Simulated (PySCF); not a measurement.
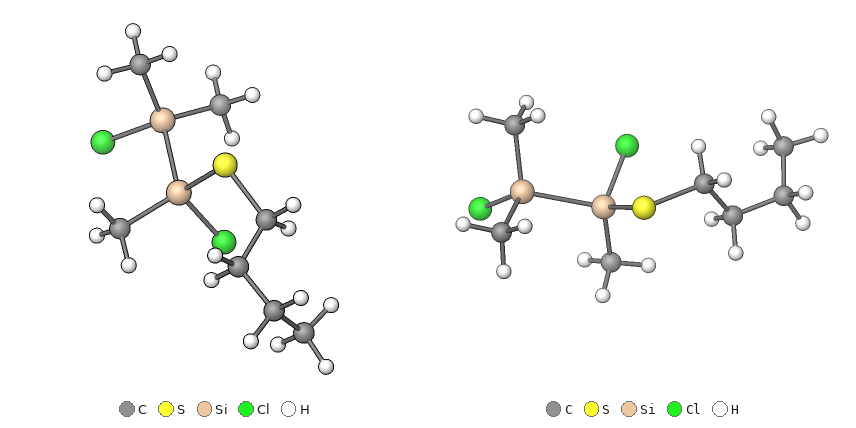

The same structure drawn twice, from different directions.

Question: What is the molecular formula?

Answer: C₇H₁₈Cl₂SSi₂, 30 atoms: 7 carbon, 18 hydrogen, 2 chlorine, 1 sulfur and 2 silicon.

Question: Give a SMILES string for it.

Answer: CCCCS[Si@](C)(Cl)[Si](C)(C)Cl

Question: How many bonds of each kind are drawn?

Answer: 18 C–H, 3 C–C, 3 C–Si, 2 Cl–Si, 1 C–S, 1 S–Si, 1 Si–Si.

Question: What is the point group of this geometry?

Answer: C1.

Question: Describe its rings.

Answer: It has no ring.

More results for the same structure follow; atom numbers are the same in all pictures, views and colours differ. The geometry was computed by an optimisation with PBE0-D3(BJ)/def2-SVP. No frequency run is at hand to confirm it as a minimum.

## Geometry

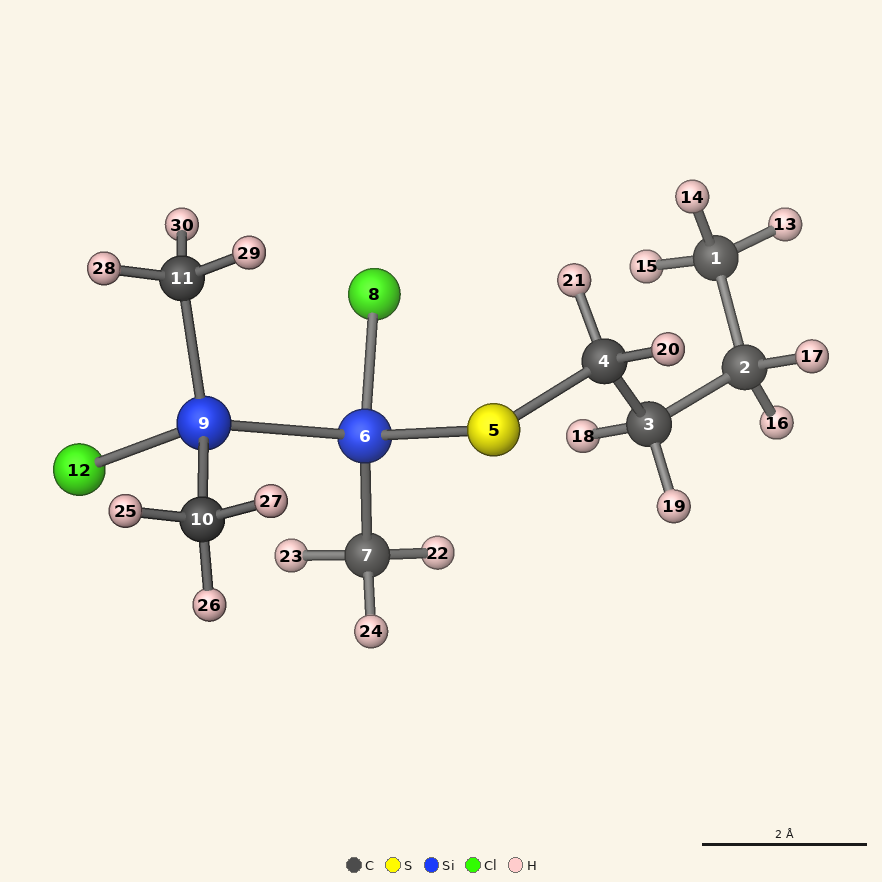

Atoms carry their numbers in the input. No frequency run is at hand to confirm it as a minimum.

Give the bond lengths. Leave out bonds to hydrogen.

```csv
bond,length (Å),order
C1–C2,1.522,single
C2–C3,1.527,single
C3–C4,1.518,single
C4–S5,1.832,single
S5–Si6,2.148,single
Si6–C7,1.868,single
Si6–Cl8,2.099,single
Si6–Si9,2.337,single
Si9–C10,1.871,single
Si9–C11,1.867,single
Si9–Cl12,2.099,single
```

## NMR shielding

The questions are on isotropic NMR shieldings of the C atoms. No frequency run is at hand to confirm it as a minimum. Method: GIAO WP04/pcSseg-1 NMR shielding, non-relativistic, gas phase (PySCF 2.14.0).

Question: Which C atom is the most shielded (lowest chemical shift)?

Answer: C11 (170.6 ppm).

Question: Which C atom is the least shielded (highest chemical shift)?

Answer: C3 (133.7 ppm).

Question: How wide is the range of C shifts?

Answer: 36.9 ppm.

Give the isotropic NMR shieldings of the C atoms atom by atom.

```tsv
atom	σ (ppm)
C1	156.6
C2	145.1
C3	133.7
C4	136.8
C7	163.2
C10	170.0
C11	170.6
```

## Polarisability

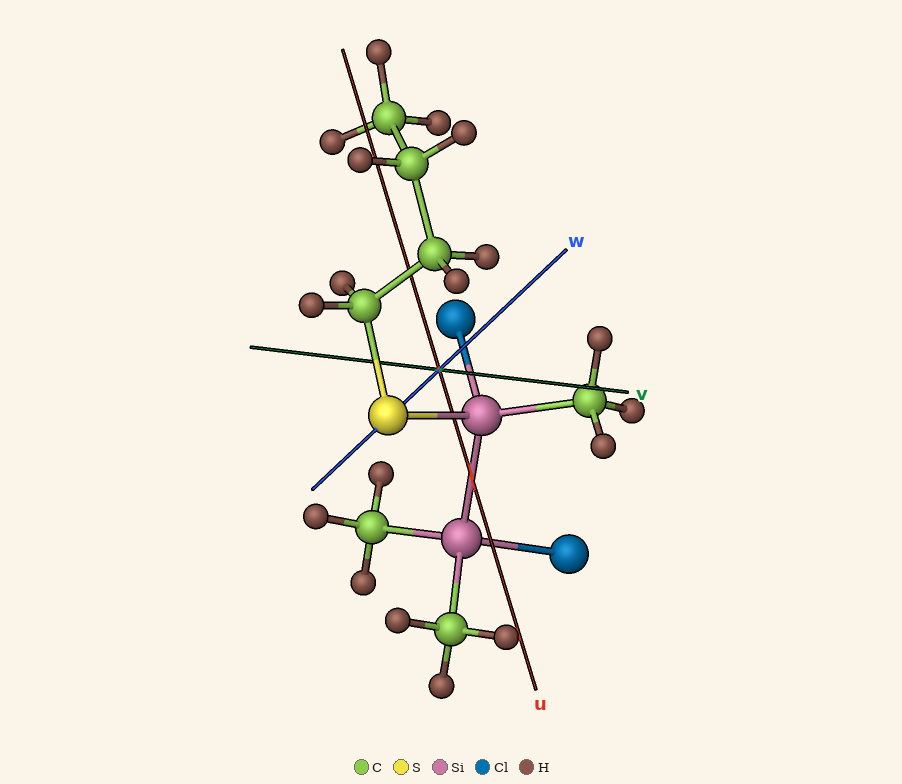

The lines u, v and w are the principal axes of the static dipole polarisability. No frequency run is at hand to confirm it as a minimum. Level of theory: CAM-B3LYP/def2-SVPD (PySCF 2.14.0).

Question: Along which axis is the molecule most polarisable, and along which least?

Answer: Most along u, least along v.

Question: Give the three principal values.

Answer: u 220.1, v 165.4, w 173.2 bohr³; mean 186.2, anisotropy 51.2 bohr³.

## Charges

The questions are on IAO charges. No frequency run is at hand to confirm it as a minimum. Method: PBE0/pcSseg-1, gas phase (PySCF 2.14.0).

Question: Which atom carries the highest charge (most positive or least negative)?

Answer: Si9 (0.84 e).

Question: And the lowest?

Answer: C10 (−0.72 e).

Give the IAO charges atom by atom.

```
atom  value (e)
  C1      −0.41
  C2      −0.24
  C3      −0.24
  C4      −0.32
  S5      −0.19
 Si6       0.69
  C7      −0.71
 Cl8      −0.33
 Si9       0.84
 C10      −0.72
 C11      −0.71
Cl12      −0.35
 H13       0.14
 H14       0.13
 H15       0.14
 H16       0.14
 H17       0.13
 H18       0.12
 H19       0.14
 H20       0.15
 H21       0.15
 H22       0.16
 H23       0.17
 H24       0.16
 H25       0.16
 H26       0.16
 H27       0.16
 H28       0.16
 H29       0.16
 H30       0.17
```

## Excitation

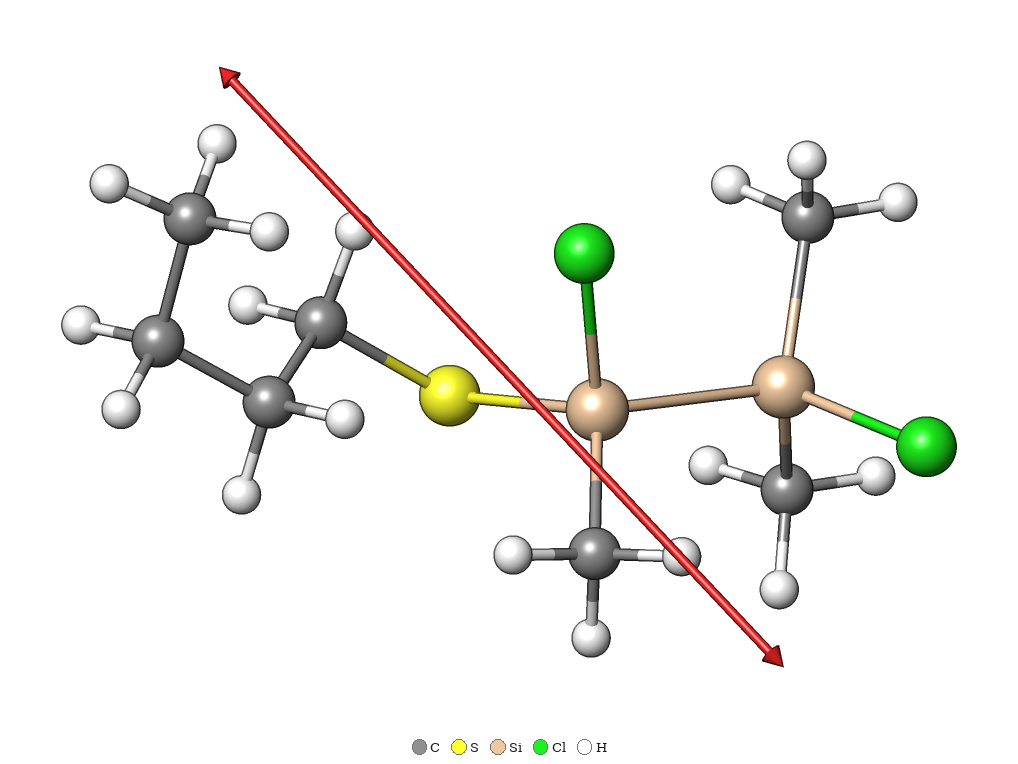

The double arrow shows the direction of the transition dipole to excited singlet state 4 (its length means nothing). No frequency run is at hand to confirm it as a minimum. Method: TDDFT CAM-B3LYP/def2-SVPD, vertical, gas phase, core orbitals frozen in the response (PySCF 2.14.0).

Question: Give its energy, strength and character.

Answer: 6.56 eV (189 nm), oscillator strength 0.068, of mixed character, with the largest part HOMO → LUMO+1 (weight 0.45); transition dipole 1.65 D.
